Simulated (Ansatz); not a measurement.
# BGe+ (triplet): PBE, r2SCAN, PBE0, B3LYP, wB97X-V, wB97M-V, B2PLYP, RPA-PBE over vertical gaps between states, cc-pVDZ

How well do these functionals follow the top wave-function level for BGe+ (triplet) over vertical gaps between states?

Method: cc-pVDZ, all electrons in the functionals, frozen cores in the correlation of double hybrids and RPA; program: Ansatz 0.2.0, Gaussian basis.

The runs, in order: PBE, r2SCAN, PBE0, B3LYP, wB97X-V, wB97M-V, B2PLYP, RPA-PBE, at charge 1, triplet; charge 1, singlet; charge 1, quintet (not every functional at every point).

11 further runs of the same task are left out: 5 that didn't finish, 6 set aside as unsound or not needed.

## (1) The geometry

The geometry is a PBE0/def2-TZVP stationary point (not a proven minimum). No spin-orbit coupling is included. The filled d shell of Ge may be among the frozen orbitals whatever the setting's name suggests; the logs give the count.

2 atoms, charge 1, spin multiplicity 3.

Atoms are counted from 1 here; the program's logs count them from 0.

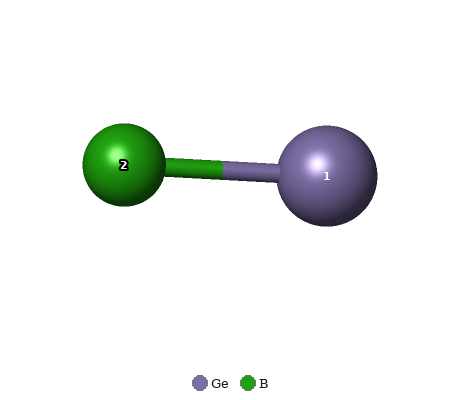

The structure; germanium purple, boron green; atoms are numbered from 1 in the order of the file.

No dispersion term is added; wB97X-V, wB97M-V hold VV10 nonlocal correlation. B3LYP takes the VWN-RPA correlation.

The geometry shown and the zero of energy belong to the point charge 1, triplet. The yardstick, FCI, and other wave-function levels (R restricted, U unrestricted, valence and pair active spaces) come from earlier runs.

## (2) PBE, charge 1, triplet

Contents of in.yaml:

```yaml
crystal:
  periodic: [false, false, false]
  atoms:
    - {symbol: Ge, position_ang: [0.000000, 0.000000, 0.000000]}
    - {symbol: B, position_ang: [0.000000, 0.000000, 2.178800]}
basis:
  gaussian: {orbitals: cc-pVDZ}
total_charge: 1
magnetization: {spin_polarized: true, initial_magnetization: 2}
hamiltonian: {xc: {name: PBE}}
output: {orbitals: {seedname: orbitals}}
```

Started as:

```bash
> ansatz run in.yaml --threads 1 --pin off --events-out ev --progress --plain --max-ram 2393MiB
```

Output:

```text
Functional definition: PBE
  name "PBE"
  cite "Perdew, Burke & Ernzerhof, Phys. Rev. Lett. 77, 3865 (1996) doi:10.1103/PhysRevLett.77.3865"
  parent pbe
  parameter kappa = 0.804
  parameter beta = 0.06672455060314922
  exchange = pbe_x(kappa = kappa, mu = beta*pi^2/3)
  correlation = pbe_c(beta = beta)
462 factors; integrals over basis functions are off by at most 7.8e-4 eV
mean field evaluation 1: about -57168.9358 eV, gradient 1.3e1 eV
mean field evaluation 2: about -57155.2996 eV, gradient 3.3e1 eV
mean field evaluation 4: about -57170.7642 eV, gradient 2.6e0 eV
mean field evaluation 8: about -57170.8306 eV, gradient 2.0e-2 eV
mean field evaluation 16: about -57170.8306 eV, gradient 1.4e-4 eV
mean field evaluation 32: about -57170.8326 eV, gradient 4.8e-2 eV
mean field -57170.83060579 eV, -2100.9892729820 hartree, gradient 3.9e-6 eV, S^2 2.002787; 7 other end points of the search recorded, 0 dependent functions left out
reference -57170.83063733 eV, -2100.9892741409 hartree; 19, 17 occupied and 22, 24 virtual orbitals, 462 factors
Total energy: -57170.83063733 eV, -2100.9892741409 hartree
```

Wall time 2.4 s (1 thread of Arm Neoverse V2, shared host).

From the report: ⟨S²⟩ of the determinant 2.003 (pure triplet: 2.00).

## (3) PBE, charge 1, singlet

Changes to in.yaml since step 2:

```diff
@@ -8,3 +8,3 @@
 total_charge: 1
-magnetization: {spin_polarized: true, initial_magnetization: 2}
+magnetization: {spin_polarized: true, initial_magnetization: 0}
 hamiltonian: {xc: {name: PBE}}
```

Same command.

Output, shortened:

```text
Functional definition: PBE
  name "PBE"
  cite "Perdew, Burke & Ernzerhof, Phys. Rev. Lett. 77, 3865 (1996) doi:10.1103/PhysRevLett.77.3865"
  parent pbe
[...]
462 factors; integrals over basis functions are off by at most 7.8e-4 eV
[...]
mean field -57170.63287586 eV, -2100.9820065410 hartree, gradient 5.4e-6 eV, S^2 1.009176; 19 other end points of the search recorded, 0 dependent functions left out
reference -57170.63290543 eV, -2100.9820076277 hartree; 18, 18 occupied and 23, 23 virtual orbitals, 462 factors
Total energy: -57170.63290543 eV, -2100.9820076277 hartree
```

It took 8 s on 1 thread of Arm Neoverse V2, shared host.

From the report: ⟨S²⟩ of the determinant 1.009 (pure singlet: 0.00). The determinant is far from a pure spin state, so its energy mixes those of several spin states (harmless only where they are near-degenerate, as at dissociation).

From charge 1, triplet: +0.198 eV.

## (4) PBE, charge 1, quintet

Changes to in.yaml since step 3:

```diff
@@ -8,3 +8,3 @@
 total_charge: 1
-magnetization: {spin_polarized: true, initial_magnetization: 0}
+magnetization: {spin_polarized: true, initial_magnetization: 4}
 hamiltonian: {xc: {name: PBE}}
```

Same command.

Output:

```text
Functional definition: PBE
  name "PBE"
  cite "Perdew, Burke & Ernzerhof, Phys. Rev. Lett. 77, 3865 (1996) doi:10.1103/PhysRevLett.77.3865"
  parent pbe
  parameter kappa = 0.804
  parameter beta = 0.06672455060314922
  exchange = pbe_x(kappa = kappa, mu = beta*pi^2/3)
  correlation = pbe_c(beta = beta)
462 factors; integrals over basis functions are off by at most 7.8e-4 eV
mean field evaluation 1: about -57165.1540 eV, gradient 1.9e1 eV
mean field evaluation 2: about -57150.5366 eV, gradient 3.4e1 eV
mean field evaluation 4: about -57168.6499 eV, gradient 2.1e0 eV
mean field evaluation 8: about -57168.6897 eV, gradient 1.1e-1 eV
mean field -57168.68985686 eV, -2100.9106019098 hartree, gradient 7.0e-5 eV, S^2 6.001642; 0 other end points of the search recorded, 0 dependent functions left out
reference -57168.68989014 eV, -2100.9106031329 hartree; 20, 16 occupied and 21, 25 virtual orbitals, 462 factors
Total energy: -57168.68989014 eV, -2100.9106031329 hartree
```

Wall time 0.72 s (1 thread of Arm Neoverse V2, shared host).

From the report: ⟨S²⟩ of the determinant 6.002 (pure quintet: 6.00).

From charge 1, triplet: +2.141 eV.

## (5) r2SCAN, charge 1, triplet

Contents of in.yaml:

```yaml
crystal:
  periodic: [false, false, false]
  atoms:
    - {symbol: Ge, position_ang: [0.000000, 0.000000, 0.000000]}
    - {symbol: B, position_ang: [0.000000, 0.000000, 2.178800]}
basis:
  gaussian: {orbitals: cc-pVDZ}
total_charge: 1
magnetization: {spin_polarized: true, initial_magnetization: 2}
hamiltonian: {xc: {name: r2SCAN}}
output: {forces: true}
```

Launched as before.

Output, shortened:

```text
Functional definition: r2SCAN
  name "r2SCAN"
  cite "Furness, Kaplan, Ning, Perdew & Sun, J. Phys. Chem. Lett. 11, 8208 (2020) doi:10.1021/acs.jpclett.0c02405"
  cite "Furness, Kaplan, Ning, Perdew & Sun, J. Phys. Chem. Lett. 11, 9248 (2020) doi:10.1021/acs.jpclett.0c03077"
  parent r2scan
[...]
462 factors; integrals over basis functions are off by at most 7.8e-4 eV
[...]
mean field -57179.55250139 eV, -2101.3097967333 hartree, gradient 3.5e-6 eV, S^2 2.006846; 9 other end points of the search recorded, 0 dependent functions left out
[...]
reference -57179.55251156 eV, -2101.3097971070 hartree; 19, 17 occupied and 22, 24 virtual orbitals, 462 factors
Total energy: -57179.55251156 eV, -2101.3097971070 hartree
Atom 0 at     0.000000     0.000000     0.000000 Å, force    -0.000000    -0.000000    -0.031281 eV/Å
Atom 1 at     0.000000     0.000000     2.178800 Å, force     0.000000     0.000000     0.031281 eV/Å
Dipole moment:    -0.000000    -0.000000     0.398100 e Å
```

It took 6 s on 1 thread of Arm Neoverse V2, shared host.

From the report: ⟨S²⟩ of the determinant 2.007 (pure triplet: 2.00).

## (6) r2SCAN, charge 1, singlet

Changes to in.yaml since step 5:

```diff
@@ -8,3 +8,3 @@
 total_charge: 1
-magnetization: {spin_polarized: true, initial_magnetization: 2}
+magnetization: {spin_polarized: true, initial_magnetization: 0}
 hamiltonian: {xc: {name: r2SCAN}}
```

Launched as before.

Output, shortened:

```text
Functional definition: r2SCAN
  name "r2SCAN"
  cite "Furness, Kaplan, Ning, Perdew & Sun, J. Phys. Chem. Lett. 11, 8208 (2020) doi:10.1021/acs.jpclett.0c02405"
  cite "Furness, Kaplan, Ning, Perdew & Sun, J. Phys. Chem. Lett. 11, 9248 (2020) doi:10.1021/acs.jpclett.0c03077"
  parent r2scan
[...]
462 factors; integrals over basis functions are off by at most 7.8e-4 eV
[...]
mean field -57179.34162461 eV, -2101.3020471547 hartree, gradient 4.2e-6 eV, S^2 1.021189; 15 other end points of the search recorded, 0 dependent functions left out
[...]
reference -57179.34163460 eV, -2101.3020475218 hartree; 18, 18 occupied and 23, 23 virtual orbitals, 462 factors
Total energy: -57179.34163460 eV, -2101.3020475218 hartree
Atom 0 at     0.000000     0.000000     0.000000 Å, force     0.000000    -0.000000    -0.161760 eV/Å
Atom 1 at     0.000000     0.000000     2.178800 Å, force     0.000000     0.000000     0.161760 eV/Å
Dipole moment:    -0.000000    -0.000000     0.413992 e Å
```

Run time: 18 s. Hardware: 1 thread of Arm Neoverse V2, shared host.

From the report: ⟨S²⟩ of the determinant 1.021 (pure singlet: 0.00). The determinant is far from a pure spin state, so its energy mixes those of several spin states (harmless only where they are near-degenerate, as at dissociation).

From charge 1, triplet: +0.211 eV.

## (7) r2SCAN, charge 1, quintet

Changes to in.yaml since step 6:

```diff
@@ -8,3 +8,3 @@
 total_charge: 1
-magnetization: {spin_polarized: true, initial_magnetization: 0}
+magnetization: {spin_polarized: true, initial_magnetization: 4}
 hamiltonian: {xc: {name: r2SCAN}}
```

Launched as before.

Output, shortened:

```text
Functional definition: r2SCAN
  name "r2SCAN"
  cite "Furness, Kaplan, Ning, Perdew & Sun, J. Phys. Chem. Lett. 11, 8208 (2020) doi:10.1021/acs.jpclett.0c02405"
  cite "Furness, Kaplan, Ning, Perdew & Sun, J. Phys. Chem. Lett. 11, 9248 (2020) doi:10.1021/acs.jpclett.0c03077"
  parent r2scan
[...]
462 factors; integrals over basis functions are off by at most 7.8e-4 eV
[...]
mean field -57177.66169250 eV, -2101.2403107883 hartree, gradient 2.3e-5 eV, S^2 6.004866; 0 other end points of the search recorded, 0 dependent functions left out
[...]
reference -57177.66170297 eV, -2101.2403111731 hartree; 20, 16 occupied and 21, 25 virtual orbitals, 462 factors
Total energy: -57177.66170297 eV, -2101.2403111731 hartree
Atom 0 at     0.000000     0.000000     0.000000 Å, force     0.000000     0.000000     2.717592 eV/Å
Atom 1 at     0.000000     0.000000     2.178800 Å, force    -0.000000    -0.000000    -2.717592 eV/Å
Dipole moment:     0.000000    -0.000000     0.234076 e Å
```

Wall time 2.3 s (1 thread of Arm Neoverse V2, shared host).

From the report: ⟨S²⟩ of the determinant 6.005 (pure quintet: 6.00).

From charge 1, triplet: +1.891 eV.

## (8) PBE0, charge 1, triplet

Contents of in.yaml:

```yaml
crystal:
  periodic: [false, false, false]
  atoms:
    - {symbol: Ge, position_ang: [0.000000, 0.000000, 0.000000]}
    - {symbol: B, position_ang: [0.000000, 0.000000, 2.178800]}
basis:
  gaussian: {orbitals: cc-pVDZ}
total_charge: 1
magnetization: {spin_polarized: true, initial_magnetization: 2}
hamiltonian: {xc: {name: PBE0}}
output: {forces: true, orbitals: {seedname: orbitals}}
```

Same command.

Output, shortened:

```text
Functional definition: PBE0
  name "PBE0"
  cite "Adamo & Barone, J. Chem. Phys. 110, 6158 (1999) doi:10.1063/1.478522"
  cite "Perdew, Burke & Ernzerhof, Phys. Rev. Lett. 77, 3865 (1996) doi:10.1103/PhysRevLett.77.3865"
  parent pbe
[...]
462 factors; integrals over basis functions are off by at most 7.8e-4 eV
[...]
mean field -57172.30291569 eV, -2101.0433793728 hartree, gradient 7.4e-6 eV, S^2 2.005700; 2 other end points of the search recorded, 0 dependent functions left out
[...]
reference -57172.30293925 eV, -2101.0433802385 hartree; 19, 17 occupied and 22, 24 virtual orbitals, 462 factors
Total energy: -57172.30293925 eV, -2101.0433802385 hartree
Atom 0 at     0.000000     0.000000     0.000000 Å, force    -0.000000    -0.000000    -0.049351 eV/Å
Atom 1 at     0.000000     0.000000     2.178800 Å, force    -0.000000    -0.000000     0.049351 eV/Å
Dipole moment:    -0.000000    -0.000000     0.370343 e Å
```

Wall time 1.8 s (1 thread of Arm Neoverse V2, shared host).

From the report: ⟨S²⟩ of the determinant 2.006 (pure triplet: 2.00).

Orbitals, density, ELF and potential are computed afterwards from the orbital file.

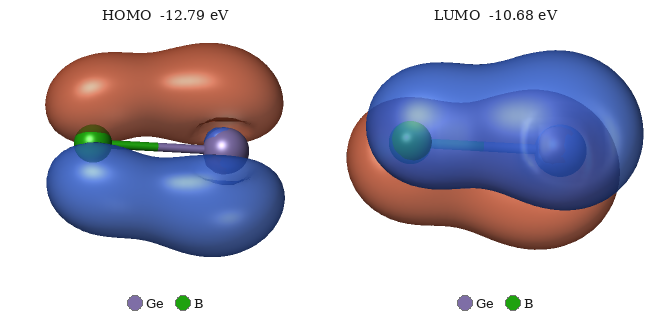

Frontier orbitals at PBE0/cc-pVDZ (alpha spin); each surface holds 70 % of the orbital's density, blue and red mark the sign.

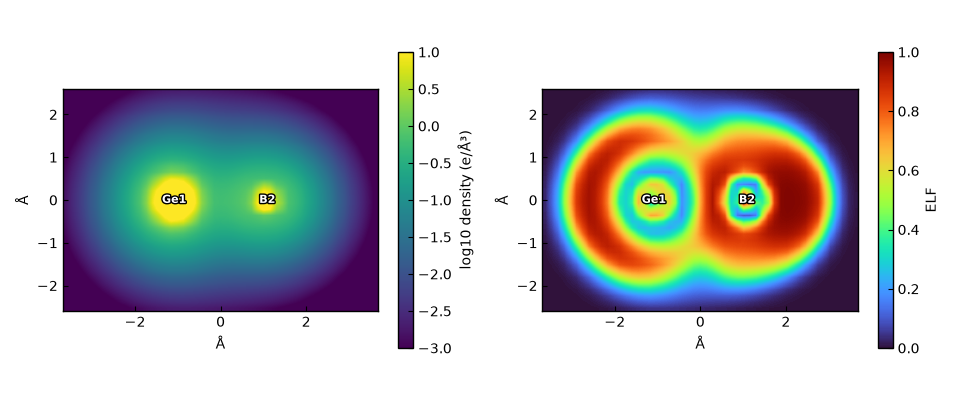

Density (left) and ELF (right) in a plane through or near 2 of the atoms.

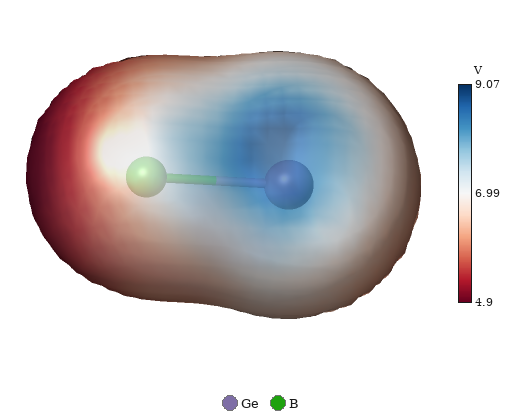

Electrostatic potential on the surface of density 0.002 e/bohr³; red is low, blue high. It runs from 4.90 V near B2 to 9.07 V near Ge1.

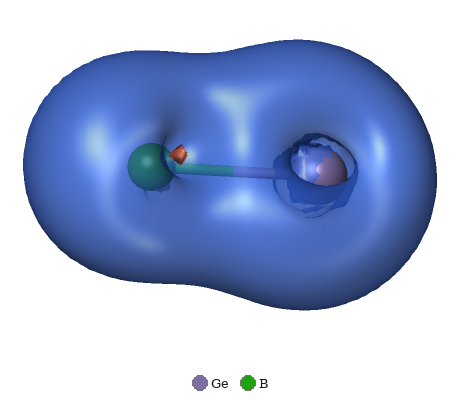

Spin density at ±0.02 e/Å³ (alpha excess blue, beta excess red).

## (9) PBE0, charge 1, singlet

Changes to in.yaml since step 8:

```diff
@@ -8,3 +8,3 @@
 total_charge: 1
-magnetization: {spin_polarized: true, initial_magnetization: 2}
+magnetization: {spin_polarized: true, initial_magnetization: 0}
 hamiltonian: {xc: {name: PBE0}}
```

The command is unchanged.

Output, shortened:

```text
Functional definition: PBE0
  name "PBE0"
  cite "Adamo & Barone, J. Chem. Phys. 110, 6158 (1999) doi:10.1063/1.478522"
  cite "Perdew, Burke & Ernzerhof, Phys. Rev. Lett. 77, 3865 (1996) doi:10.1103/PhysRevLett.77.3865"
  parent pbe
[...]
462 factors; integrals over basis functions are off by at most 7.8e-4 eV
[...]
mean field -57172.11998787 eV, -2101.0366568995 hartree, gradient 6.9e-6 eV, S^2 1.015618; 14 other end points of the search recorded, 0 dependent functions left out
[...]
reference -57172.12001001 eV, -2101.0366577131 hartree; 18, 18 occupied and 23, 23 virtual orbitals, 462 factors
Total energy: -57172.12001001 eV, -2101.0366577131 hartree
Atom 0 at     0.000000     0.000000     0.000000 Å, force    -0.000000     0.000000    -0.154753 eV/Å
Atom 1 at     0.000000     0.000000     2.178800 Å, force    -0.000000     0.000000     0.154753 eV/Å
Dipole moment:    -0.000000    -0.000000     0.383403 e Å
```

Run time: 8.5 s. Hardware: 1 thread of Arm Neoverse V2, shared host.

From the report: ⟨S²⟩ of the determinant 1.016 (pure singlet: 0.00). The determinant is far from a pure spin state, so its energy mixes those of several spin states (harmless only where they are near-degenerate, as at dissociation).

From charge 1, triplet: +0.183 eV.

## (10) PBE0, charge 1, quintet

Changes to in.yaml since step 9:

```diff
@@ -8,3 +8,3 @@
 total_charge: 1
-magnetization: {spin_polarized: true, initial_magnetization: 0}
+magnetization: {spin_polarized: true, initial_magnetization: 4}
 hamiltonian: {xc: {name: PBE0}}
```

Launched as before.

Output, shortened:

```text
Functional definition: PBE0
  name "PBE0"
  cite "Adamo & Barone, J. Chem. Phys. 110, 6158 (1999) doi:10.1063/1.478522"
  cite "Perdew, Burke & Ernzerhof, Phys. Rev. Lett. 77, 3865 (1996) doi:10.1103/PhysRevLett.77.3865"
  parent pbe
[...]
462 factors; integrals over basis functions are off by at most 7.8e-4 eV
[...]
mean field -57170.08036366 eV, -2100.9617020923 hartree, gradient 4.5e-5 eV, S^2 6.002976; 1 other end points of the search recorded, 0 dependent functions left out
[...]
reference -57170.08038818 eV, -2100.9617029932 hartree; 20, 16 occupied and 21, 25 virtual orbitals, 462 factors
Total energy: -57170.08038818 eV, -2100.9617029932 hartree
Atom 0 at     0.000000     0.000000     0.000000 Å, force     0.000000    -0.000000     2.971024 eV/Å
Atom 1 at     0.000000     0.000000     2.178800 Å, force    -0.000000     0.000000    -2.971024 eV/Å
Dipole moment:     0.000000    -0.000000     0.214125 e Å
```

It took 1.2 s on 1 thread of Arm Neoverse V2, shared host.

From the report: ⟨S²⟩ of the determinant 6.003 (pure quintet: 6.00).

From charge 1, triplet: +2.223 eV.

## (11) B3LYP, charge 1, triplet

Contents of in.yaml:

```yaml
crystal:
  periodic: [false, false, false]
  atoms:
    - {symbol: Ge, position_ang: [0.000000, 0.000000, 0.000000]}
    - {symbol: B, position_ang: [0.000000, 0.000000, 2.178800]}
basis:
  gaussian: {orbitals: cc-pVDZ}
total_charge: 1
magnetization: {spin_polarized: true, initial_magnetization: 2}
hamiltonian: {xc: {name: B3LYP}}
```

The command is unchanged.

Output, shortened:

```text
Functional definition: B3LYP
  name "B3LYP"
  cite "Stephens, Devlin, Chabalowski & Frisch, J. Phys. Chem. 98, 11623 (1994) doi:10.1021/j100096a001"
  cite "Becke, Phys. Rev. A 38, 3098 (1988) doi:10.1103/PhysRevA.38.3098"
  cite "Lee, Yang & Parr, Phys. Rev. B 37, 785 (1988) doi:10.1103/PhysRevB.37.785"
  cite "Vosko, Wilk & Nusair, Can. J. Phys. 58, 1200 (1980) doi:10.1139/p80-159"
[...]
462 factors; integrals over basis functions are off by at most 7.8e-4 eV
[...]
mean field -57181.85032335 eV, -2101.3942401328 hartree, gradient 6.0e-6 eV, S^2 2.004055; 3 other end points of the search recorded, 0 dependent functions left out
reference -57181.85050827 eV, -2101.3942469286 hartree; 19, 17 occupied and 22, 24 virtual orbitals, 462 factors
Total energy: -57181.85050827 eV, -2101.3942469286 hartree
```

Wall time 1.9 s (1 thread of Arm Neoverse V2, shared host).

From the report: ⟨S²⟩ of the determinant 2.004 (pure triplet: 2.00).

## (12) B3LYP, charge 1, singlet

Changes to in.yaml since step 11:

```diff
@@ -8,3 +8,3 @@
 total_charge: 1
-magnetization: {spin_polarized: true, initial_magnetization: 2}
+magnetization: {spin_polarized: true, initial_magnetization: 0}
 hamiltonian: {xc: {name: B3LYP}}
```

Launched as before.

Output, shortened:

```text
Functional definition: B3LYP
  name "B3LYP"
  cite "Stephens, Devlin, Chabalowski & Frisch, J. Phys. Chem. 98, 11623 (1994) doi:10.1021/j100096a001"
  cite "Becke, Phys. Rev. A 38, 3098 (1988) doi:10.1103/PhysRevA.38.3098"
  cite "Lee, Yang & Parr, Phys. Rev. B 37, 785 (1988) doi:10.1103/PhysRevB.37.785"
  cite "Vosko, Wilk & Nusair, Can. J. Phys. 58, 1200 (1980) doi:10.1139/p80-159"
[...]
462 factors; integrals over basis functions are off by at most 7.8e-4 eV
[...]
mean field -57181.69100915 eV, -2101.3883854439 hartree, gradient 4.2e-6 eV, S^2 1.010935; 13 other end points of the search recorded, 0 dependent functions left out
reference -57181.69119317 eV, -2101.3883922066 hartree; 18, 18 occupied and 23, 23 virtual orbitals, 462 factors
Total energy: -57181.69119317 eV, -2101.3883922066 hartree
```

Wall time 7.5 s (1 thread of Arm Neoverse V2, shared host).

From the report: ⟨S²⟩ of the determinant 1.011 (pure singlet: 0.00). The determinant is far from a pure spin state, so its energy mixes those of several spin states (harmless only where they are near-degenerate, as at dissociation).

From charge 1, triplet: +0.159 eV.

## (13) B3LYP, charge 1, quintet

Changes to in.yaml since step 12:

```diff
@@ -8,3 +8,3 @@
 total_charge: 1
-magnetization: {spin_polarized: true, initial_magnetization: 0}
+magnetization: {spin_polarized: true, initial_magnetization: 4}
 hamiltonian: {xc: {name: B3LYP}}
```

The command is unchanged.

Output, shortened:

```text
Functional definition: B3LYP
  name "B3LYP"
  cite "Stephens, Devlin, Chabalowski & Frisch, J. Phys. Chem. 98, 11623 (1994) doi:10.1021/j100096a001"
  cite "Becke, Phys. Rev. A 38, 3098 (1988) doi:10.1103/PhysRevA.38.3098"
  cite "Lee, Yang & Parr, Phys. Rev. B 37, 785 (1988) doi:10.1103/PhysRevB.37.785"
  cite "Vosko, Wilk & Nusair, Can. J. Phys. 58, 1200 (1980) doi:10.1139/p80-159"
[...]
462 factors; integrals over basis functions are off by at most 7.8e-4 eV
[...]
mean field -57179.30390586 eV, -2101.3006610161 hartree, gradient 5.5e-5 eV, S^2 6.002263; 1 other end points of the search recorded, 0 dependent functions left out
reference -57179.30408877 eV, -2101.3006677381 hartree; 20, 16 occupied and 21, 25 virtual orbitals, 462 factors
Total energy: -57179.30408877 eV, -2101.3006677381 hartree
```

Wall time 0.99 s (1 thread of Arm Neoverse V2, shared host).

From the report: ⟨S²⟩ of the determinant 6.002 (pure quintet: 6.00).

From charge 1, triplet: +2.546 eV.

## (14) wB97X-V, charge 1, triplet

Changes to in.yaml since step 13:

```diff
@@ -8,3 +8,3 @@
 total_charge: 1
-magnetization: {spin_polarized: true, initial_magnetization: 4}
-hamiltonian: {xc: {name: B3LYP}}
+magnetization: {spin_polarized: true, initial_magnetization: 2}
+hamiltonian: {xc: {name: wB97X-V}}
```

The command is unchanged.

Output, shortened:

```text
Functional definition: wB97X-V
  name "wB97X-V"
  cite "Mardirossian & Head-Gordon, Phys. Chem. Chem. Phys. 16, 9904 (2014) doi:10.1039/C3CP54374A"
  cite "Becke, J. Chem. Phys. 107, 8554 (1997) doi:10.1063/1.475007"
  cite "Vydrov & Van Voorhis, J. Chem. Phys. 133, 244103 (2010) doi:10.1063/1.3521275"
[...]
      + integral(e_c_pw_opposite_spin*poly(b97_u_opposite, cos0, cos1)) + vv10(b, c)
462 factors; integrals over basis functions are off by at most 7.8e-4 eV
128 factors; integrals over basis functions are off by at most 8.8e-6 eV
[...]
mean field -57174.84709652 eV, -2101.1368762937 hartree, gradient 1.3e-5 eV, S^2 2.007380; 4 other end points of the search recorded, 0 dependent functions left out
reference -57174.84709742 eV, -2101.1368763268 hartree; 19, 17 occupied and 22, 24 virtual orbitals, 462 factors
Total energy: -57174.84709742 eV, -2101.1368763268 hartree
```

Wall time 8 s (1 thread of Arm Neoverse V2, shared host).

From the report: ⟨S²⟩ of the determinant 2.007 (pure triplet: 2.00).

## (15) wB97X-V, charge 1, singlet

Changes to in.yaml since step 14:

```diff
@@ -8,3 +8,3 @@
 total_charge: 1
-magnetization: {spin_polarized: true, initial_magnetization: 2}
+magnetization: {spin_polarized: true, initial_magnetization: 0}
 hamiltonian: {xc: {name: wB97X-V}}
```

The command is unchanged.

Output, shortened:

```text
Functional definition: wB97X-V
  name "wB97X-V"
  cite "Mardirossian & Head-Gordon, Phys. Chem. Chem. Phys. 16, 9904 (2014) doi:10.1039/C3CP54374A"
  cite "Becke, J. Chem. Phys. 107, 8554 (1997) doi:10.1063/1.475007"
  cite "Vydrov & Van Voorhis, J. Chem. Phys. 133, 244103 (2010) doi:10.1063/1.3521275"
[...]
      + integral(e_c_pw_opposite_spin*poly(b97_u_opposite, cos0, cos1)) + vv10(b, c)
462 factors; integrals over basis functions are off by at most 7.8e-4 eV
128 factors; integrals over basis functions are off by at most 8.8e-6 eV
[...]
mean field -57174.69378592 eV, -2101.1312422332 hartree, gradient 7.5e-7 eV, S^2 1.015061; 8 other end points of the search recorded, 0 dependent functions left out
reference -57174.69378596 eV, -2101.1312422345 hartree; 18, 18 occupied and 23, 23 virtual orbitals, 462 factors
Total energy: -57174.69378596 eV, -2101.1312422345 hartree
```

Wall time 15 s (1 thread of Arm Neoverse V2, shared host).

From the report: ⟨S²⟩ of the determinant 1.015 (pure singlet: 0.00). The determinant is far from a pure spin state, so its energy mixes those of several spin states (harmless only where they are near-degenerate, as at dissociation).

From charge 1, triplet: +0.153 eV.

(Part 1 of 2 ends here.)
